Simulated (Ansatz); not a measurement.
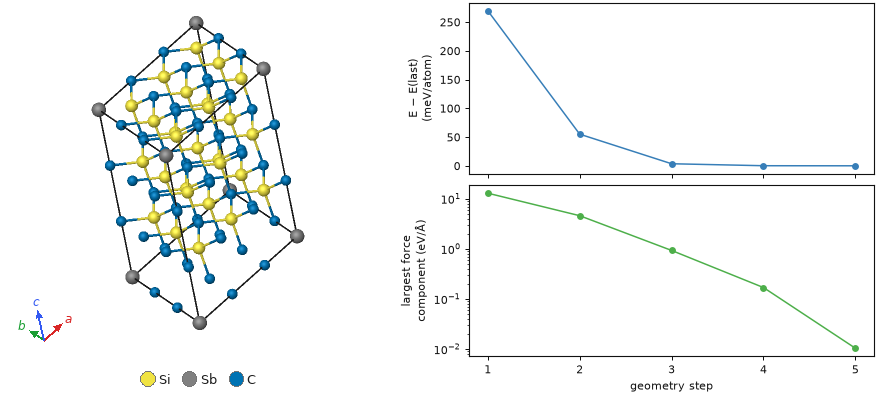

Beside the plot: the structure at the start.

History of a geometry optimisation. Only the atoms move.

The run: Si27SbC26 (defect cell, 54 atoms in the cell, total charge +1), by Ansatz 0.2.0, DFT, PBE, plane-wave PAW, default files, scalar-relativistic; cutoff 420 eV, 3×3×3 k-mesh, Fermi–Dirac smearing of 0.01 eV.

### How did the optimisation end?

The optimisation met its thresholds at geometry 5, counting the start as the first. The energy fell by about 270 meV/atom from the first step to the last. The largest force component goes from about 13 eV/Å at the start to 0.01 eV/Å at the end.
